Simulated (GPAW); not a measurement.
Spin states calculation, with input and output: C2H4Sn (part 2 of 2)

C2H4Sn (Sn(CCH)H3); revPBE/dzp, scalar-relativistic datasets (GPAW 26.7.0). The geometry comes from this level: GFN2-xTB.

Geometry of the input (Å):
```
Sn -0.0073  -0.0061  -1.1505
C  -0.0015  0.0050  0.9092
C  0.0090  0.0141  2.1102
H  0.0200  0.0199  3.1628
H  1.5577  -0.0088  -1.6764
H  -0.7937  1.3435  -1.6853
H  -0.7841  -1.3676  -1.6700
```

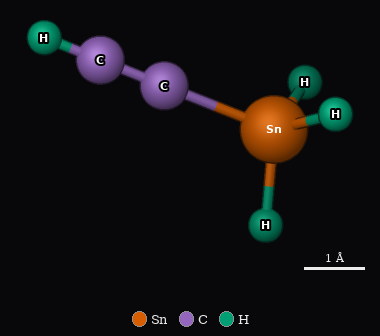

*The input geometry (ball-and-stick view, seen at a tilt). Sticks mark near contacts.*

## Log, continued
```
dipole moment: (0.000139, 0.001038, -0.075111)  # |e|*Ang

Fermi level: -3.458
Eigenvalues  # (at kpt = [0.000, 0.000, 0.000])
| band index |      eig [eV] | occ [0-2] |
|------------|---------------|-----------|
|          0 |       -25.993 |     2.000 |
|        ... |               |           |
|          5 |       -18.264 |     2.000 |
|          6 |       -13.819 |     2.000 |
|          7 |       -12.665 |     2.000 |
|          8 |        -8.955 |     2.000 |
|          9 |        -8.241 |     2.000 |
|         10 |        -8.231 |     2.000 |
|         11 |        -6.659 |     2.000 |
|         12 |        -6.657 |     2.000 |
|         13 |        -0.259 |     0.000 |
|         14 |        -0.255 |     0.000 |
|         15 |         0.469 |     0.000 |
|         16 |         0.755 |     0.000 |
|         17 |         2.167 |     0.000 |
|         18 |         2.187 |     0.000 |
|         19 |         3.146 |     0.000 |

Gap: 6.399 eV
Transition (v -> c):
  (s=0, k=0, n=12, [0.00, 0.00, 0.00]) -> (s=0, k=0, n=13, [0.00, 0.00, 0.00])
No difference between direct/indirect transitions
vacuum-level: 0.000  # V
singlet       -29.89610 eV
  __  _  _
 | _ |_)|_||  |
 |__||  | ||/\| - 26.7.0

units:  Angstrom and eV
cores:  1
OpenMP: False

Versions:
  Python: 3.12.14
  ASE:    3.29.0
  Numpy:  2.5.5
  Scipy:  1.18.1
  Libxc:  7.0.0

        _gpaw.cpython-312-aarch64-linux-gnu.so

Input parameters:
  mode=LCAO(),
  basis={'default': 'dzp'},
  charge=0.0,
  h=0.16,
  maxiter=100,
  occupations=Occupations(name='fermi-dirac', width=0.0, fixmagmom=True),
  symmetry=Symmetry(point_group=False, time_reversal=False),
  xc=XC(name='revPBE')

timing:  # [seconds]
  Total: 35.764  # ━━━━━━━━━━━━━━━━━━━━━━━━━━━━━━━━━━━━━━━━━━━━━━━━━━━━━━━━━━
  Init:  22.491  # ━━━━━━━━━━━━━━━━━━━━━━━━━━━━━━━━━━━━╸
  SCF:   13.230  # ━━━━━━━━━━━━━━━━━━━━━╸

Max RSS: 1041.676  # MiB
        .---------------------------.
       /|                           |
      / |                           |
     /  |                           |
    /   |                           |
   /    |                           |
  /     |                           |
 *      |                           |
 |      |                           |
 |      |         H                 |
 |      |         C                 |
 |      |                           |
 |      |         C                 |
 |      |                           |
 |      |       H Sn                |
 |      |            H              |
 |      |      H                    |
 |      .---------------------------.
 |     /                           /
 |    /                           /
 |   /                           /
 |  /                           /
 | /                           /
 |/                           /
 *---------------------------*

Atoms  # Å, Bohr magnetons
|   | symbol |        x |        y |        z |    initial magnetic moments |
|---|--------|----------|----------|----------|-----------------------------|
| 0 |     Sn | 5.286400 | 5.861500 | 5.034800 | ( 0.0000,  0.0000,  0.2857) |
| 1 |      C | 5.292200 | 5.872600 | 7.094500 | ( 0.0000,  0.0000,  0.2857) |
| 2 |      C | 5.302700 | 5.881700 | 8.295500 | ( 0.0000,  0.0000,  0.2857) |
| 3 |      H | 5.313700 | 5.887500 | 9.348100 | ( 0.0000,  0.0000,  0.2857) |
| 4 |      H | 6.851400 | 5.858800 | 4.508900 | ( 0.0000,  0.0000,  0.2857) |
| 5 |      H | 4.500000 | 7.211100 | 4.500000 | ( 0.0000,  0.0000,  0.2857) |
| 6 |      H | 4.509600 | 4.500000 | 4.515300 | ( 0.0000,  0.0000,  0.2857) |

Unit cell  # Å
| periodic |         x |         y |         z |   lengths |    angles |
|----------|-----------|-----------|-----------|-----------|-----------|
|       no | 11.351400 |  0.000000 |  0.000000 | 11.351400 | 90.000000 |
|       no |  0.000000 | 11.711100 |  0.000000 | 11.711100 | 90.000000 |
|       no |  0.000000 |  0.000000 | 13.848100 | 13.848100 | 90.000000 |

Number of symmetries: 1
Symmetry operations  # r_c * U_cc + t_c -> r_c
|   | kind |            matrix            |
|---|------|------------------------------|
| 0 |  E   |  1, 0, 0,  0, 1, 0,  0, 0, 1 |

BZ-sampling:
  Number of BZ points: 1
  Number of IBZ points: 1

  Monkhorst-Pack size: [1, 1, 1]
  Monkhorst-Pack shift: [0, 0, 0]

K-points  # in reciprocal-cell coordinates
|   |                                coordinates |     weight |
|---|--------------------------------------------|------------|
| 0 | (  0.00000000,   0.00000000,   0.00000000) | 1.00000000 |

basis functions: 69
Spin-components: 2 (collinear spins)
Bands:           21
Projectors:      28
Spin-degeneracy: 1
Datatype:        <class 'float'>

  Storage: CPU
  Wave functions: 23_184 bytes (23_184 per core)

Parallelization:
  kpt:    1
  domain: 1
  band:   1

Density:
  Valence electrons: 26.0
  Components: 2
  Grid points: [72 72 88]
  Charge: 0.0  # |e|

Potential:
  Grid points: [72 72 88]

species:
  Sn:
    name:    Tin
    Z:       50.0
    valence: 14
    core:    36
    charge:  0.0  # [|e|]
    file:    Sn.revPBE.gz
    compensation charges:
      type: gauss
      rc: 0.38  # [Å]
      lmax: 2
    cutoffs:
      filter: 2.23  # [Å]
      core: 2.35  # [Å]
    projectors
    | kind |    occ | energy [eV] | rcut [Å] |
    |------|--------|-------------|----------|
    |   5s |  2.000 |     -10.469 |    1.201 |
    |   5p |  2.000 |      -3.642 |    1.270 |
    |   4d | 10.000 |     -25.826 |    1.185 |
    |    s |        |      16.742 |    1.201 |
    |    p |        |      23.569 |    1.270 |
    |    d |        |       1.385 |    1.185 |

    LCAO basis set for Sn:
      Name: dzp
      File: Sn.dzp.basis.gz
      Number of radial functions: 7
      Number of spherical harmonics: 23
        l=0, rc=7.1250 Bohr: 5s-sz confined orbital
        l=1, rc=9.5469 Bohr: 5p-sz confined orbital
        l=2, rc=4.0625 Bohr: 4d-sz confined orbital
        l=0, rc=4.1250 Bohr: 5s-dz split-valence wave
        l=1, rc=5.6719 Bohr: 5p-dz split-valence wave
        l=2, rc=2.5938 Bohr: 4d-dz split-valence wave
        l=2, rc=9.5469 Bohr: d-type Gaussian polarization
      Number of RI-basis functions 0

  C:
    name:    Carbon
    Z:       6.0
    valence: 4
    core:    2
    charge:  0.0  # [|e|]
    file:    C.revPBE.gz
    compensation charges:
      type: gauss
      rc: 0.20  # [Å]
      lmax: 2
    cutoffs:
      filter: 1.14  # [Å]
      core: 1.14  # [Å]
    projectors
    | kind |    occ | energy [eV] | rcut [Å] |
    |------|--------|-------------|----------|
    |   2s |  2.000 |     -13.783 |    0.635 |
    |   2p |  2.000 |      -5.237 |    0.635 |
    |    s |        |      13.429 |    0.635 |
    |    p |        |      21.974 |    0.635 |
    |    d |        |       0.000 |    0.635 |

    LCAO basis set for C:
      Name: dzp
      File: C.dzp.basis.gz
      Number of radial functions: 5
      Number of spherical harmonics: 13
        l=0, rc=5.5469 Bohr: 2s-sz confined orbital
        l=1, rc=6.6719 Bohr: 2p-sz confined orbital
        l=0, rc=3.0312 Bohr: 2s-dz split-valence wave
        l=1, rc=3.7500 Bohr: 2p-dz split-valence wave
        l=2, rc=6.6719 Bohr: d-type Gaussian polarization
      Number of RI-basis functions 0

  H:
    name:    Hydrogen
    Z:       1.0
    valence: 1
    core:    0
    charge:  0.0  # [|e|]
    file:    H.revPBE.gz
    compensation charges:
      type: gauss
      rc: 0.15  # [Å]
      lmax: 2
    cutoffs:
      filter: 0.85  # [Å]
      core: 0.53  # [Å]
    projectors
    | kind |    occ | energy [eV] | rcut [Å] |
    |------|--------|-------------|----------|
    |   1s |  1.000 |      -6.547 |    0.476 |
    |    s |        |      20.664 |    0.476 |
    |    p |        |       0.000 |    0.476 |

    LCAO basis set for H:
      Name: dzp
      File: H.dzp.basis.gz
      Number of radial functions: 3
      Number of spherical harmonics: 5
        l=0, rc=6.4219 Bohr: 1s-sz confined orbital
        l=0, rc=3.6094 Bohr: 1s-dz split-valence wave
        l=1, rc=6.4219 Bohr: p-type Gaussian polarization
      Number of RI-basis functions 0

Reference energy: -170125.552029  # eV

eigensolver:
  <gpaw.new.lcao.eigensolver.LCAOEigensolver object at 0xe5f4d5391850>
density mixing:
  MSR1-Mixer
  Pratt-step length: 0.05
  Maximum mixing coefficient: 0.75
  Old densities: 10
  SVD Regularization: 0.005
  Good broyden scale: 1.0
  Trust region scale: 1.0
  Backstep threshold: 4.0
  History deletion threshold: 6.0
  Fourier metric: weight=20.0, sigma=0.015

occupation numbers:
  Fixed magnetic moment: 2.000
  # Zero width

FastPoissonSolver using
    Stencil: 6*3+1=19 point O(h^6) finite-difference Laplacian
    FFT axes: []
    FST axes: [np.int64(0), np.int64(1), np.int64(2)]

xc functional:
  name: revPBE with 2 nearest neighbor stencil
interpolation: tri-quintic # 5. degree polynomial

        .---------------------------.
       /|                           |
      / |                           |
     /  |                           |
    /   |                           |
   /    |                           |
  /     |                           |
 *      |                           |
 |      |                           |
 |      |         H                 |
 |      |         C                 |
 |      |                           |
 |      |         C                 |
 |      |                           |
 |      |       H Sn                |
 |      |            H              |
 |      |      H                    |
 |      .---------------------------.
 |     /                           /
 |    /                           /
 |   /                           /
 |  /                           /
 | /                           /
 |/                           /
 *---------------------------*

Atoms  # Å, Bohr magnetons
|   | symbol |        x |        y |        z |    initial magnetic moments |
|---|--------|----------|----------|----------|-----------------------------|
| 0 |     Sn | 5.286400 | 5.861500 | 5.034800 | ( 0.0000,  0.0000,  0.2857) |
| 1 |      C | 5.292200 | 5.872600 | 7.094500 | ( 0.0000,  0.0000,  0.2857) |
| 2 |      C | 5.302700 | 5.881700 | 8.295500 | ( 0.0000,  0.0000,  0.2857) |
| 3 |      H | 5.313700 | 5.887500 | 9.348100 | ( 0.0000,  0.0000,  0.2857) |
| 4 |      H | 6.851400 | 5.858800 | 4.508900 | ( 0.0000,  0.0000,  0.2857) |
| 5 |      H | 4.500000 | 7.211100 | 4.500000 | ( 0.0000,  0.0000,  0.2857) |
| 6 |      H | 4.509600 | 4.500000 | 4.515300 | ( 0.0000,  0.0000,  0.2857) |

Unit cell  # Å
| periodic |         x |         y |         z |   lengths |    angles |
|----------|-----------|-----------|-----------|-----------|-----------|
|       no | 11.351400 |  0.000000 |  0.000000 | 11.351400 | 90.000000 |
|       no |  0.000000 | 11.711100 |  0.000000 | 11.711100 | 90.000000 |
|       no |  0.000000 |  0.000000 | 13.848100 | 13.848100 | 90.000000 |

Number of symmetries: 1
Symmetry operations  # r_c * U_cc + t_c -> r_c
|   | kind |            matrix            |
|---|------|------------------------------|
| 0 |  E   |  1, 0, 0,  0, 1, 0,  0, 0, 1 |

BZ-sampling:
  Number of BZ points: 1
  Number of IBZ points: 1

  Monkhorst-Pack size: [1, 1, 1]
  Monkhorst-Pack shift: [0, 0, 0]

K-points  # in reciprocal-cell coordinates
|   |                                coordinates |     weight |
|---|--------------------------------------------|------------|
| 0 | (  0.00000000,   0.00000000,   0.00000000) | 1.00000000 |

basis functions: 69
Spin-components: 2 (collinear spins)
Bands:           21
Projectors:      28
Spin-degeneracy: 1
Datatype:        <class 'float'>

  Storage: CPU
  Wave functions: 23_184 bytes (23_184 per core)

Parallelization:
  kpt:    1
  domain: 1
  band:   1

Density:
  Valence electrons: 26.0
  Components: 2
  Grid points: [72 72 88]
  Charge: 0.0  # |e|

Potential:
  Grid points: [72 72 88]

species:
  Sn:
    name:    Tin
    Z:       50.0
    valence: 14
    core:    36
    charge:  0.0  # [|e|]
    file:    Sn.revPBE.gz
    compensation charges:
      type: gauss
      rc: 0.38  # [Å]
      lmax: 2
    cutoffs:
      filter: 2.23  # [Å]
      core: 2.35  # [Å]
    projectors
    | kind |    occ | energy [eV] | rcut [Å] |
    |------|--------|-------------|----------|
    |   5s |  2.000 |     -10.469 |    1.201 |
    |   5p |  2.000 |      -3.642 |    1.270 |
    |   4d | 10.000 |     -25.826 |    1.185 |
    |    s |        |      16.742 |    1.201 |
    |    p |        |      23.569 |    1.270 |
    |    d |        |       1.385 |    1.185 |

    LCAO basis set for Sn:
      Name: dzp
      File: Sn.dzp.basis.gz
      Number of radial functions: 7
      Number of spherical harmonics: 23
        l=0, rc=7.1250 Bohr: 5s-sz confined orbital
        l=1, rc=9.5469 Bohr: 5p-sz confined orbital
        l=2, rc=4.0625 Bohr: 4d-sz confined orbital
        l=0, rc=4.1250 Bohr: 5s-dz split-valence wave
        l=1, rc=5.6719 Bohr: 5p-dz split-valence wave
        l=2, rc=2.5938 Bohr: 4d-dz split-valence wave
        l=2, rc=9.5469 Bohr: d-type Gaussian polarization
      Number of RI-basis functions 0

  C:
    name:    Carbon
    Z:       6.0
    valence: 4
    core:    2
    charge:  0.0  # [|e|]
    file:    C.revPBE.gz
    compensation charges:
      type: gauss
      rc: 0.20  # [Å]
      lmax: 2
    cutoffs:
      filter: 1.14  # [Å]
      core: 1.14  # [Å]
    projectors
    | kind |    occ | energy [eV] | rcut [Å] |
    |------|--------|-------------|----------|
    |   2s |  2.000 |     -13.783 |    0.635 |
    |   2p |  2.000 |      -5.237 |    0.635 |
    |    s |        |      13.429 |    0.635 |
    |    p |        |      21.974 |    0.635 |
    |    d |        |       0.000 |    0.635 |

    LCAO basis set for C:
      Name: dzp
      File: C.dzp.basis.gz
      Number of radial functions: 5
      Number of spherical harmonics: 13
        l=0, rc=5.5469 Bohr: 2s-sz confined orbital
        l=1, rc=6.6719 Bohr: 2p-sz confined orbital
        l=0, rc=3.0312 Bohr: 2s-dz split-valence wave
        l=1, rc=3.7500 Bohr: 2p-dz split-valence wave
        l=2, rc=6.6719 Bohr: d-type Gaussian polarization
      Number of RI-basis functions 0

  H:
    name:    Hydrogen
    Z:       1.0
    valence: 1
    core:    0
    charge:  0.0  # [|e|]
    file:    H.revPBE.gz
    compensation charges:
      type: gauss
      rc: 0.15  # [Å]
      lmax: 2
    cutoffs:
      filter: 0.85  # [Å]
      core: 0.53  # [Å]
    projectors
    | kind |    occ | energy [eV] | rcut [Å] |
    |------|--------|-------------|----------|
    |   1s |  1.000 |      -6.547 |    0.476 |
    |    s |        |      20.664 |    0.476 |
    |    p |        |       0.000 |    0.476 |

    LCAO basis set for H:
      Name: dzp
      File: H.dzp.basis.gz
      Number of radial functions: 3
      Number of spherical harmonics: 5
        l=0, rc=6.4219 Bohr: 1s-sz confined orbital
        l=0, rc=3.6094 Bohr: 1s-dz split-valence wave
        l=1, rc=6.4219 Bohr: p-type Gaussian polarization
      Number of RI-basis functions 0

Reference energy: -170125.552029  # eV

eigensolver:
  <gpaw.new.lcao.eigensolver.LCAOEigensolver object at 0xe5f4d536f6b0>
density mixing:
  MSR1-Mixer
  Pratt-step length: 0.05
  Maximum mixing coefficient: 0.75
  Old densities: 10
  SVD Regularization: 0.005
  Good broyden scale: 1.0
  Trust region scale: 1.0
  Backstep threshold: 4.0
  History deletion threshold: 6.0
  Fourier metric: weight=20.0, sigma=0.015

occupation numbers:
  Fixed magnetic moment: 2.000
  # Zero width

FastPoissonSolver using
    Stencil: 6*3+1=19 point O(h^6) finite-difference Laplacian
    FFT axes: []
    FST axes: [np.int64(0), np.int64(1), np.int64(2)]

xc functional:
  name: revPBE with 2 nearest neighbor stencil
interpolation: tri-quintic # 5. degree polynomial

Initialization done in: 19.983 s

convergence criteria:
- Maximum [total energy] change in last 3 cyles: 0.0005 eV / valence electron
- Maximum integral of absolute [dens]ity change: 0.0001 electrons / valence electron
- Maximum integral of absolute [eigenst]ate change: 4e-08 eV^2 / valence electron
maximum number of iterations: 100

SCF iterations
|iter     |     time |      energy | eigst |  dens |  magmom |
|---------|----------|-------------|-------|-------|---------|
|iter:   1| 00:00:56 |  -25.708553 |      c|       |  +2.0037|
|iter:   2| 00:00:59 |  -24.898725 |      c| -0.68 |  +2.0035|
|iter:   3| 00:01:02 |  -24.451376 |      c| -0.73 |  +2.0027|
|iter:   4| 00:01:04 |  -24.155882 |      c| -0.76 |  +2.0022|
|iter:   5| 00:01:06 |  -24.025122 |      c| -0.85 |  +2.0012|
|iter:   6| 00:01:09 |  -24.210612 |      c| -1.04 |  +2.0005|
|iter:   7| 00:01:12 |  -24.330352 |      c| -1.27 |  +2.0002|
|iter:   8| 00:01:15 |  -24.379152 |      c| -1.57 |  +2.0000|
|iter:   9| 00:01:17 |  -24.383993 |      c| -2.02 |  +2.0000|
|iter:  10| 00:01:21 |  -24.384175c|      c| -2.29 |  +2.0000|
|iter:  11| 00:01:24 |  -24.384110c|      c| -2.44 |  +2.0000|
|iter:  12| 00:01:29 |  -24.384033c|      c| -2.59 |  +2.0000|
|iter:  13| 00:01:32 |  -24.384029c|      c| -3.06 |  +2.0000|
|iter:  14| 00:01:35 |  -24.384030c|      c| -3.30 |  +2.0000|
|iter:  15| 00:01:37 |  -24.384032c|      c| -3.49 |  +2.0000|
|iter:  16| 00:01:41 |  -24.384034c|      c| -3.98 |  +2.0000|
|iter:  17| 00:01:46 |  -24.384038c|      c| -4.06c|  +2.0000|

Converged in 17 steps
SCF loop duration: 50.314 s (2.960 s/step)
Energy contributions relative to reference atoms: (reference = -170125.552029)

Energy contributions:
  Kinetic:          47.811530
  Coulomb:         -42.123885
  Zero:              0.082967
  External:          0.000000
  Xc:              -30.154650
  Entropy:           0.000000
  Spinorbit:         0.000000
  ----------------------------
  Free energy:     -24.384038
  Extrapolated:    -24.384038

dipole moment: (-0.013607, -0.005493, 0.068990)  # |e|*Ang

Total magnetic moment: (0.000000, 0.000000, 2.000011)

Local magnetic moments
|        x |        y |         z |
|----------|----------|-----------|
| 0.000000 | 0.000000 |  0.011582 |  # Sn   0
| 0.000000 | 0.000000 |  0.277696 |  # C    1
| 0.000000 | 0.000000 |  0.328983 |  # C    2
| 0.000000 | 0.000000 | -0.010410 |  # H    3
| 0.000000 | 0.000000 | -0.000971 |  # H    4
| 0.000000 | 0.000000 |  0.016078 |  # H    5
| 0.000000 | 0.000000 |  0.027911 |  # H    6

Fermi levels: -1.092, -6.448
Eigenvalues  # (at kpt = [0.000, 0.000, 0.000])
| band index |      eig [eV] | occ [0-1] |      eig [eV] | occ [0-1] |
|------------|---------------|-----------|---------------|-----------|
|          0 |       -25.749 |     1.000 |       -25.744 |     1.000 |
|        ... |               |           |               |           |
|          5 |       -19.885 |     1.000 |       -18.665 |     1.000 |
|          6 |       -14.054 |     1.000 |       -13.526 |     1.000 |
|          7 |       -12.934 |     1.000 |       -12.627 |     1.000 |
|          8 |        -9.258 |     1.000 |        -8.765 |     1.000 |
|          9 |        -8.964 |     1.000 |        -8.129 |     1.000 |
|         10 |        -8.303 |     1.000 |        -7.921 |     1.000 |
|         11 |        -7.844 |     1.000 |        -7.025 |     1.000 |
|         12 |        -7.410 |     1.000 |        -5.872 |     0.000 |
|         13 |        -1.505 |     1.000 |        -0.285 |     0.000 |
|         14 |        -0.678 |     0.000 |         0.456 |     0.000 |
|         15 |         0.363 |     0.000 |         0.639 |     0.000 |
|         16 |         0.785 |     0.000 |         0.980 |     0.000 |
|         17 |         1.783 |     0.000 |         2.202 |     0.000 |
|         18 |         2.036 |     0.000 |         2.693 |     0.000 |
|         19 |         2.874 |     0.000 |         3.219 |     0.000 |
|         20 |         5.335 |     0.000 |         5.388 |     0.000 |

Gap: 0.828 eV
Transition (v -> c):
  (s=0, k=0, n=13, [0.00, 0.00, 0.00]) -> (s=0, k=0, n=14, [0.00, 0.00, 0.00])
No difference between direct/indirect transitions
vacuum-level: 0.000  # V
triplet       -24.38404 eV
singlet       0.000 eV above the lowest
triplet       5.512 eV above the lowest
```

## Results in brief

```tsv
quantity	value
outcome	converged
wall time	1.8 min
peak memory	1.6 GiB
```
